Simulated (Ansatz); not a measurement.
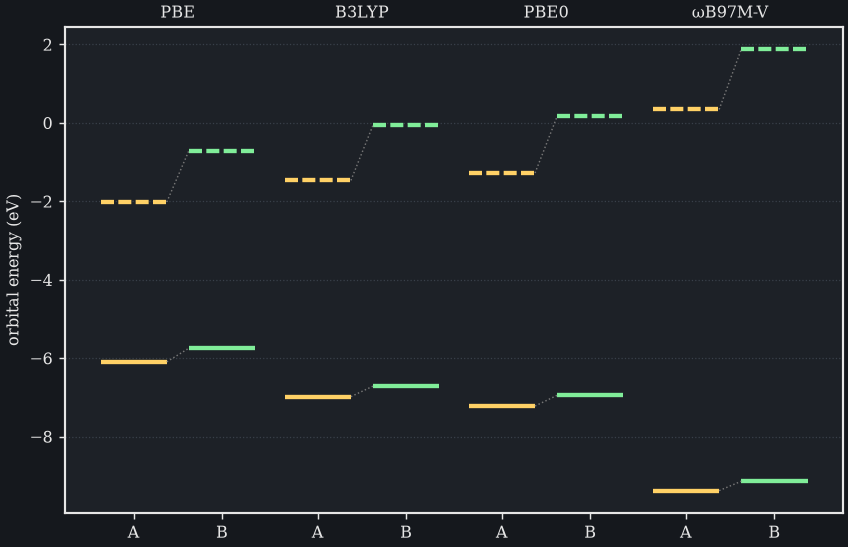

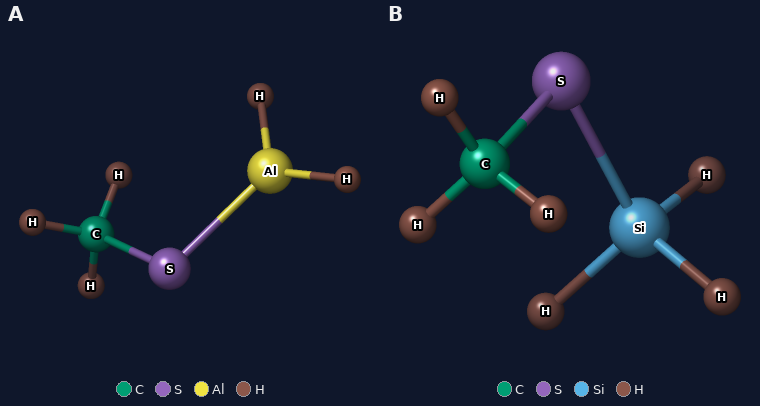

One change: A, CH₅AlS (SMILES C[S][AlH2]), becomes B, CH₆SSi (SMILES CS[SiH3]). AlH₂ on S is replaced by SiH₃. HOMO (solid) and LUMO (dashed) computed in def2-TZVPP at PBE0-D4/def2-TZVP geometries, both minima by their frequencies, gas phase, the Ansatz code. Empty levels above zero depend strongly on the basis.

> What does the change do to HOMO and LUMO?

PBE: the HOMO rises by 0.35 eV, the LUMO rises by 1.31 eV, and the separation goes from 4.08 to 5.04 eV. B3LYP: the HOMO rises by 0.27 eV, the LUMO rises by 1.41 eV, and the separation goes from 5.51 to 6.66 eV. PBE0: the HOMO rises by 0.27 eV, the LUMO rises by 1.44 eV, and the separation goes from 5.94 to 7.11 eV. ωB97M-V: the HOMO rises by 0.24 eV, the LUMO rises by 1.53 eV, and the separation goes from 9.72 to 11.01 eV.

> Do the functionals agree on the effect?

They agree on the direction for both levels; the HOMO shift lies between 0.24 and 0.35 eV and the LUMO shift between 1.31 and 1.53 eV, while the separations themselves differ by up to 6.0 eV between functionals.
